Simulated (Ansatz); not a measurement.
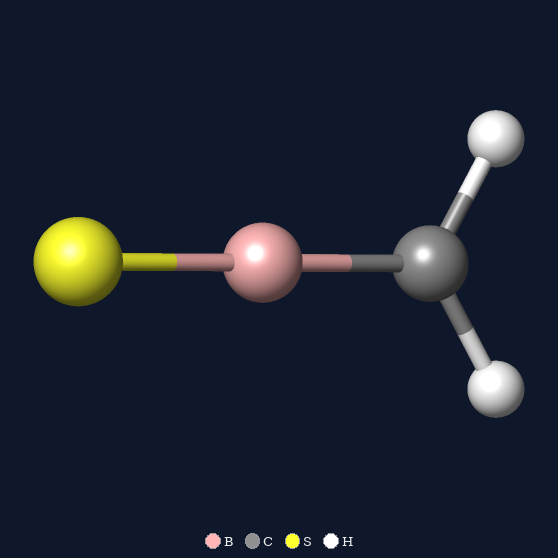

Every bond is drawn as one stick, whatever its order.

State: neutral, doublet. The geometry was computed by an optimisation with PBE0-D4/def2-TZVP. No frequency run is at hand to confirm it as a minimum.

Description:

It has 5 atoms: 1 carbon, 2 hydrogen, 1 boron and 1 sulfur (CH2BS). It is an open-shell species. All atoms lie on one plane. Coordination: 1 B linear; 1 C trigonal planar.

More results for the same structure follow; atom numbers are the same in all pictures, views and colours differ.

Electronic properties

No frequency run is at hand to confirm it as a minimum. Method: UKS PBE0-D4/def2-TZVPP (Ansatz 0.2.0).

**Estimate the ⟨S²⟩ of the determinant.**

0.766.

**Give the HOMO energy (Kohn–Sham orbital) at this level.**

−7.44 eV.

Dipole moment

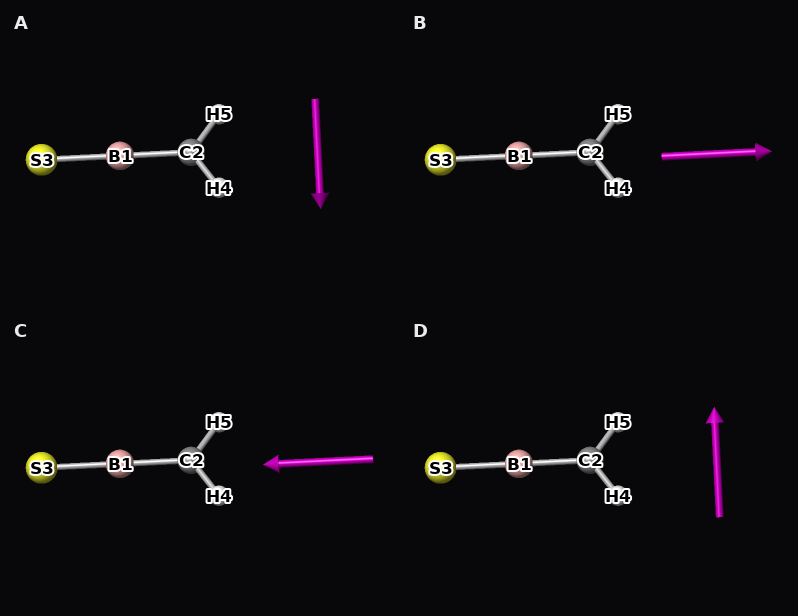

The same molecule four times, each with an arrow. No frequency run is at hand to confirm it as a minimum. Method: UKS PBE0-D4/def2-TZVP (Ansatz 0.2.0).

**Which arrow points along the dipole moment, from the negative to the positive end?**

B. The dipole moment is 2.44 D; it points from the side of S3 to the side of H4, H5 (the outermost atoms at the two ends).

Charges

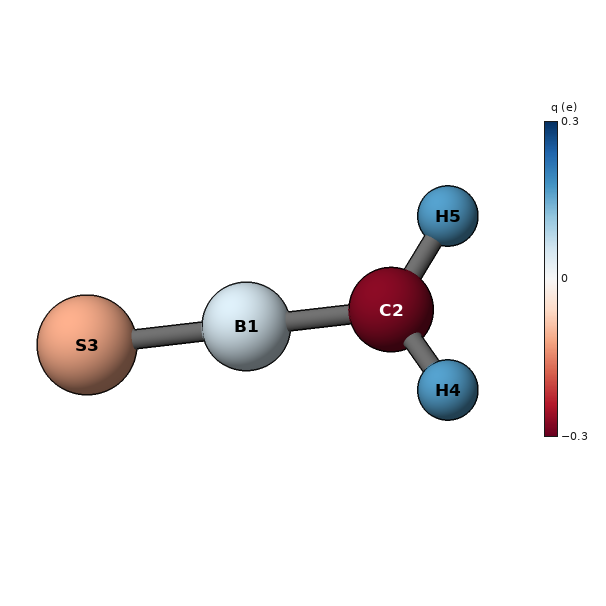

Atoms are coloured by their Mulliken charges. No frequency run is at hand to confirm it as a minimum. Level of theory: UKS PBE0-D4/def2-TZVP (Ansatz 0.2.0).

Give the Mulliken charges atom by atom.

```
atom  value (e)
  B1       0.05
  C2      −0.27
  S3      −0.11
  H4       0.17
  H5       0.17
```

Mulliken values depend strongly on the basis set and can even reverse the polarity of a bond.
